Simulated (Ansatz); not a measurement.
## What a change does: single-point calculation on GaNH₄O

System: GaNH₄O.
Method of run A: RKS wB97M-V/def2-SVP (Ansatz 0.2.0).

The geometry comes from this level: PBE0-D4/def2-TZVP. Text and figures count atoms from 1; the logs count them from 0 in places.

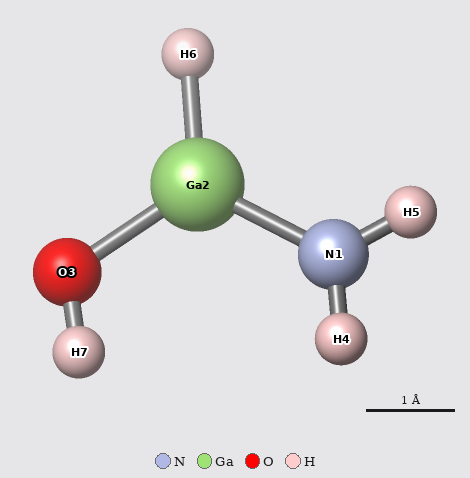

Figure 1. The input geometry (ball-and-stick view, seen at a tilt; atoms are numbered from 1 in the order of the input). Sticks mark near contacts. Bond lengths as drawn: Ga–H 1.55 Å, Ga–N 1.81 Å, Ga–O 1.79 Å, H–N 1.01 Å and H–O 0.96 Å.

## Input, run A
```yaml
crystal:
  periodic: [false, false, false]
  atoms:
    - {symbol: N, position_ang: [-1.169127, 0.089640, -0.272703]}
    - {symbol: Ga, position_ang: [0.386807, -0.009581, 0.652676]}
    - {symbol: O, position_ang: [1.898546, -0.208673, -0.282263]}
    - {symbol: H, position_ang: [-1.247057, 0.041234, -1.273742]}
    - {symbol: H, position_ang: [-2.065556, 0.201734, 0.168141]}
    - {symbol: H, position_ang: [0.481254, 0.067550, 2.194549]}
    - {symbol: H, position_ang: [1.776531, -0.249904, -1.232357]}
basis:
  gaussian: {orbitals: def2-SVP}
hamiltonian: {xc: {name: wB97M-V}}
output: {orbitals: {seedname: orbitals}}
```

Hardware: 2 CPU threads, shared host.

## Output (run A)
```
Functional definition: wB97M-V
  parameter omega = 0.3/bohr
  parameter cx = 0.15
  parameter cx01 = 1.007
  parameter cx10 = 0.259
  parameter css00 = 0.443
  parameter css04 = -1.437
  parameter css10 = -4.535
  parameter css20 = -3.390
  parameter css43 = 4.278
  parameter cos00 = 1.000
  parameter cos10 = 1.358
  parameter cos20 = 2.924
  parameter cos21 = -8.812
  parameter cos60 = -1.390
  parameter cos61 = 9.142
  parameter b = 6.0
  parameter c = 0.01
  gx(w, u) = 1 - cx + cx01*u + cx10*w
  gss(w, u) = css00 + css04*u^4 + css10*w + css20*w^2 + css43*w^4*u^3
  gos(w, u) = cos00 + cos10*w + (cos20 + cos21*u)*w^2 + (cos60 + cos61*u)*w^6
  exchange = spin_sum(e_x_unif_sr(omega)*gx(b97_w, b97_u_x)) + cx*exact_x_sr(omega) + exact_x_lr(omega)
  correlation = spin_sum(e_c_pw_mod_same_spin*gss(b97_w, b97_u_same))
      + integral(e_c_pw_mod_opposite_spin*gos(b97_w_opposite, b97_u_opposite)) + vv10(b, c)
800 factors; integrals over basis functions are off by at most 1.4e-3 eV
212 factors; integrals over basis functions are off by at most 8.9e-6 eV
mean field evaluation 1: about -55959.7510 eV, gradient 6.4e1 eV
mean field evaluation 2: about -55957.9724 eV, gradient 7.3e1 eV
mean field evaluation 4: about -55967.5264 eV, gradient 2.7e0 eV
mean field evaluation 8: about -55967.5877 eV, gradient 1.8e-1 eV
mean field evaluation 16: about -55967.5877 eV, gradient 3.0e-5 eV
mean field -55967.58773464 eV, -2056.7709130545 hartree, gradient 3.0e-5 eV, S^2 0.000000; 0 other end points of the search recorded, 0 dependent functions left out
reference -55967.58777749 eV, -2056.7709146293 hartree; 25, 25 occupied and 55, 55 virtual orbitals, 800 factors
Total energy: -55967.58777749 eV, -2056.7709146293 hartree
```

For run B the input was changed thus:
```diff
-  gaussian: {orbitals: def2-SVP}
+  gaussian: {orbitals: "def2-QZVPP.json"}
```

How does run B compare with run A?

The total energy of run B is 295.2 kcal/mol lower, which measures the change of basis and not a stability. The HOMO goes from −9.55 to −9.86 eV. The LUMO goes from 1.91 to 1.18 eV. The basis functions go from 80 to 323.

## Output (run B)
```
Functional definition: wB97M-V
  parameter omega = 0.3/bohr
  parameter cx = 0.15
  parameter cx01 = 1.007
  parameter cx10 = 0.259
  parameter css00 = 0.443
  parameter css04 = -1.437
  parameter css10 = -4.535
  parameter css20 = -3.390
  parameter css43 = 4.278
  parameter cos00 = 1.000
  parameter cos10 = 1.358
  parameter cos20 = 2.924
  parameter cos21 = -8.812
  parameter cos60 = -1.390
  parameter cos61 = 9.142
  parameter b = 6.0
  parameter c = 0.01
  gx(w, u) = 1 - cx + cx01*u + cx10*w
  gss(w, u) = css00 + css04*u^4 + css10*w + css20*w^2 + css43*w^4*u^3
  gos(w, u) = cos00 + cos10*w + (cos20 + cos21*u)*w^2 + (cos60 + cos61*u)*w^6
  exchange = spin_sum(e_x_unif_sr(omega)*gx(b97_w, b97_u_x)) + cx*exact_x_sr(omega) + exact_x_lr(omega)
  correlation = spin_sum(e_c_pw_mod_same_spin*gss(b97_w, b97_u_same))
      + integral(e_c_pw_mod_opposite_spin*gos(b97_w_opposite, b97_u_opposite)) + vv10(b, c)
1184 factors; their error is unknown
263 factors; integrals over basis functions are off by at most 7.9e-6 eV
mean field evaluation 1: about -55970.5132 eV, gradient 7.6e1 eV
mean field evaluation 2: about -55966.5825 eV, gradient 9.2e1 eV
mean field evaluation 4: about -55980.2772 eV, gradient 4.1e0 eV
mean field evaluation 8: about -55980.3002 eV, gradient 5.2e-2 eV
mean field evaluation 16: about -55980.3882 eV, gradient 2.5e-5 eV
mean field -55980.38823220 eV, -2057.2413226633 hartree, gradient 2.5e-5 eV, S^2 0.000000; 0 other end points of the search recorded, 0 dependent functions left out
reference -55980.38828885 eV, -2057.2413247454 hartree; 25, 25 occupied and 298, 298 virtual orbitals, 1184 factors
Total energy: -55980.38828885 eV, -2057.2413247454 hartree
```

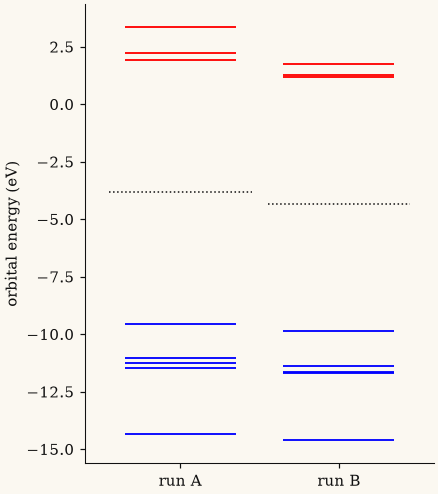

Figure 2. The five highest filled and three lowest empty orbital energies of the two runs; the dotted lines part filled from empty levels. The HOMO–LUMO gap is 11.46 eV in run A and 11.04 eV in run B.

## The two runs side by side

```csv
quantity,run A,run B
outcome,converged,converged
total energy (hartree),−2056.770915,−2057.241325
HOMO (eV),−9.55,−9.86
LUMO (eV),1.91,1.18
basis functions,80,323
wall time (shared host),3.4 s,10 s
```
